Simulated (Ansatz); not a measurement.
# CH5BClNO (SMILES NB(Cl)CO) at CCSD/6-31G(d) (spherical functions)

What is the vertical singlet–triplet gap of CH5BClNO at CCSD/6-31G* (spherical functions)? 

The results are computed with Ansatz 0.2.0.

141 further runs of the same task are left out: 141 set aside as unsound or not needed.

## (1) The system as given

CH5BClNO: 10 atoms, total charge 0, spin state singlet. SMILES: `NB(Cl)CO`. The coordinates come from a PBE0-D4/def2-TZVP relaxation. This is a higher conformer, about 10 kJ/mol above the lowest found by a separate search.

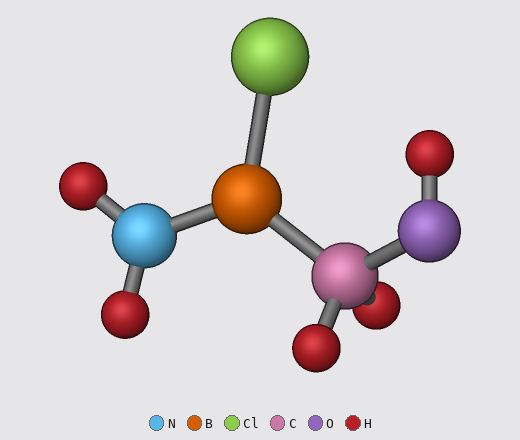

The structure, seen from a chosen angle (nitrogen blue, boron orange, chlorine green, carbon pink, oxygen purple, hydrogen red).

## (2) A single-point energy at CCSD/6-31G(d) (spherical functions)

Input file run.yaml:

```yaml
crystal:
  periodic: [false, false, false]
  atoms:
    - {symbol: N, position_ang: [-1.481300, 0.770100, 0.263800]}
    - {symbol: B, position_ang: [-0.131200, 0.458300, 0.272600]}
    - {symbol: Cl, position_ang: [0.978400, 1.531400, 1.166200]}
    - {symbol: C, position_ang: [0.484800, -0.764800, -0.509200]}
    - {symbol: O, position_ang: [1.724500, -1.243900, -0.030200]}
    - {symbol: H, position_ang: [-1.860400, 1.585400, 0.713900]}
    - {symbol: H, position_ang: [-2.164100, 0.196600, -0.201200]}
    - {symbol: H, position_ang: [-0.217400, -1.606600, -0.495200]}
    - {symbol: H, position_ang: [0.570000, -0.469000, -1.570200]}
    - {symbol: H, position_ang: [2.179800, -0.508700, 0.392200]}
basis:
  gaussian:
    orbitals: 6-31G_st_-spherical.json
correlation:
  method: ccsd
  frozen_orbitals: {B: 1, C: 1, Cl: 5, H: 0, "N": 1, O: 1}
accuracy: high
scf:
  omitted_lower_state_checks: [cluster_reference, increment]
```

The basis set 6-31G* is read from a file made from the Basis Set Exchange's data (not shown).

Started as:

```bash
$ ansatz run run.yaml --threads 1 --pin off --max-ram 3480MiB --events-out events.jsonl --progress --plain --runs-dir runs
```

The program printed:

```text
Warning: RAYON_NUM_THREADS=1 ignored (pool sized by the plan → 1); use --threads N
Functional definition: HF
  name "HF"
  exchange = exact_x
  correlation = 0
these checks for a lower state are left out or cut short: cluster_reference, increment
1985 factors; integrals over basis functions are off by at most 4.5e-9 eV
mean field evaluation 1: about -17802.0332 eV, gradient 3.7e1 eV
mean field evaluation 2: about -17802.1221 eV, gradient 3.7e1 eV
mean field evaluation 4: about -17805.2270 eV, gradient 3.5e0 eV
mean field evaluation 8: about -17805.2682 eV, gradient 2.1e-1 eV
mean field evaluation 16: about -17805.2684 eV, gradient 1.3e-8 eV
mean field -17805.26837851 eV, -654.3315440657 hartree, gradient 1.3e-8 eV, S^2 0.000000; 0 other end points of the search recorded, 0 dependent functions left out
9 core orbitals not correlated: weight in the atoms' cores, before any rotation towards them, 1.000 or more for the frozen orbitals, at most 0.000 for the correlated occupied ones
reference -17805.26837851 eV, -654.3315440657 hartree; 15, 15 occupied and 60, 60 virtual orbitals, 1985 factors
second order -18.23121889 eV of doubles, -0.00000000 eV of singles
cycle   1  -18.92882110 eV  change   -7.0e-1 eV  update   8.9e-2
cycle   2  -19.35208647 eV  change   -4.2e-1 eV  update   2.5e-2
cycle   3  -19.44814923 eV  change   -9.6e-2 eV  update   1.3e-2
cycle   4  -19.44553624 eV  change    2.6e-3 eV  update   3.5e-3
cycle   5  -19.44495957 eV  change    5.8e-4 eV  update   1.4e-3
cycle   6  -19.44490017 eV  change    5.9e-5 eV  update   4.8e-4
cycle   7  -19.44463754 eV  change    2.6e-4 eV  update   1.5e-4
cycle   8  -19.44461346 eV  change    2.4e-5 eV  update   5.4e-5
cycle   9  -19.44463146 eV  change   -1.8e-5 eV  update   2.1e-5
cycle  10  -19.44463036 eV  change    1.1e-6 eV  update   7.9e-6
cycle  11  -19.44463120 eV  change   -8.4e-7 eV  update   3.1e-6
cycle  12  -19.44463416 eV  change   -3.0e-6 eV  update   1.2e-6
cycle  13  -19.44463540 eV  change   -1.2e-6 eV  update   4.6e-7
cycle  14  -19.44463599 eV  change   -5.9e-7 eV  update   2.0e-7
cycle  15  -19.44463602 eV  change   -2.8e-8 eV  update   8.2e-8
cycle  16  -19.44463599 eV  change    2.4e-8 eV  update   4.2e-8
cycle  17  -19.44463599 eV  change    2.6e-9 eV  update   2.9e-8
cycle  18  -19.44463581 eV  change    1.8e-7 eV  update   1.2e-7
cycle  19  -19.44463580 eV  change    7.4e-9 eV  update   2.7e-8
cycle  20  -19.44463579 eV  change    1.1e-8 eV  update   7.4e-9
cycle  21  -19.44463579 eV  change    1.1e-9 eV  update   2.5e-9
Total energy: -17824.71301430 eV, -655.0461212510 hartree
Checks for a lower state left out: cluster_reference, increment
```

Wall time 12 s (1 thread of Arm Neoverse V2, shared host); peak memory 0.48 GiB.

## (3) The triplet, same level

Input file in.yaml:

```yaml
crystal:
  periodic: [false, false, false]
  atoms:
    - {symbol: N, position_ang: [-1.481300, 0.770100, 0.263800]}
    - {symbol: B, position_ang: [-0.131200, 0.458300, 0.272600]}
    - {symbol: Cl, position_ang: [0.978400, 1.531400, 1.166200]}
    - {symbol: C, position_ang: [0.484800, -0.764800, -0.509200]}
    - {symbol: O, position_ang: [1.724500, -1.243900, -0.030200]}
    - {symbol: H, position_ang: [-1.860400, 1.585400, 0.713900]}
    - {symbol: H, position_ang: [-2.164100, 0.196600, -0.201200]}
    - {symbol: H, position_ang: [-0.217400, -1.606600, -0.495200]}
    - {symbol: H, position_ang: [0.570000, -0.469000, -1.570200]}
    - {symbol: H, position_ang: [2.179800, -0.508700, 0.392200]}
basis:
  gaussian: {orbitals: 6-31G_st_-spherical.json}
magnetization: {spin_polarized: true, initial_magnetization: 2}
correlation: {method: ccsd, frozen_orbitals: {B: 1, C: 1, Cl: 5, H: 0, "N": 1, O: 1}}
accuracy: high
scf: {omitted_lower_state_checks: [cluster_reference, increment]}
```

The basis set 6-31G* is read from a file made from the Basis Set Exchange's data (not shown).

Started as:

```bash
$ ansatz run in.yaml --threads 1 --pin off --max-ram 3480MiB --events-out events.jsonl --progress --plain --runs-dir runs
```

The program printed:

```text
Warning: RAYON_NUM_THREADS=1 ignored (pool sized by the plan → 1); use --threads N
[... 19 lines left out ...]
9 core orbitals not correlated: weight in the atoms' cores, before any rotation towards them, 1.000 or more for the frozen orbitals, at most 0.000 for the correlated occupied ones
[... 47 lines left out ...]
Total energy: -17817.84878066 eV, -654.7938653176 hartree
Checks for a lower state left out: cluster_reference, increment
```

It took 1.7 min on 1 thread of Arm Neoverse V2, shared host; peak memory 0.92 GiB.

## (4) Summary of results

Level: CCSD/6-31G* (spherical functions), 9 core orbitals frozen.

| quantity | value |
| --- | --- |
| singlet: total energy | -655.04612 Eh |
| singlet: correlation energy (9 core orbitals frozen) | -714.6 mEh |
| singlet: T1 diagnostic | 0.011 |
| triplet: total energy | -654.79387 Eh |
| triplet: correlation energy (9 core orbitals frozen) | -690.5 mEh |
| triplet: ⟨S²⟩ of the reference determinant | 2.022 |
| triplet: T1 diagnostic | 0.029 |
| vertical energy of the triplet above the singlet | 6.864 eV |

At this shape the triplet lies 6.86 eV (662 kJ/mol) above the singlet.
